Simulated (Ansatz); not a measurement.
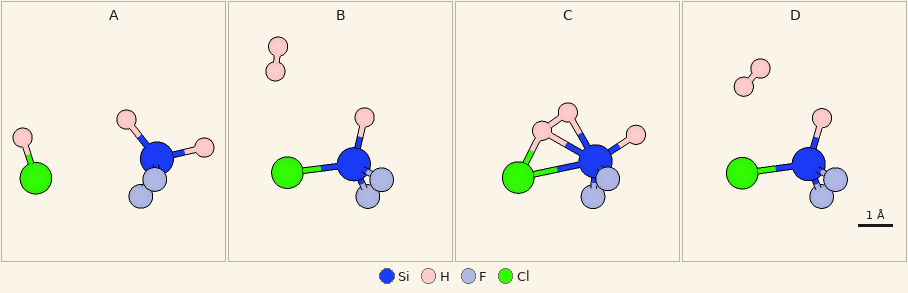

4 geometries from a converged minimum-energy path of SiH3ClF2, made up at the start of SiH$_{2}$F$_{2}$ and HCl, shuffled. Style: ball-and-stick. Shown at a tilt.

The calculation used RKS PBE0/def2-SVP in Ansatz. Run with 5 movable images; climbing image; force threshold 0.05 eV/Å; iteration limit 60; starting path through a guess of the saddle point.

One of them is the converged climbing image. Which?

Answer. C. In order along the path, whose images run from 0 to 6: A (image 0, 0.0 kJ/mol), C (image 3, +149.7 kJ/mol), D (image 5, −68.2 kJ/mol), B (image 6, −76.6 kJ/mol). Breaking: Cl–H (1.29 → 3.09 Å), H–Si (1.48 → 4.19 Å). Forming: H–H (3.20 → 0.76 Å), Cl–Si (3.73 → 2.03 Å).

Limits of the set-up: the start holds two separate molecules, 3.2 Å apart at their closest, whose relative position is a soft coordinate and is computed without a dispersion correction.
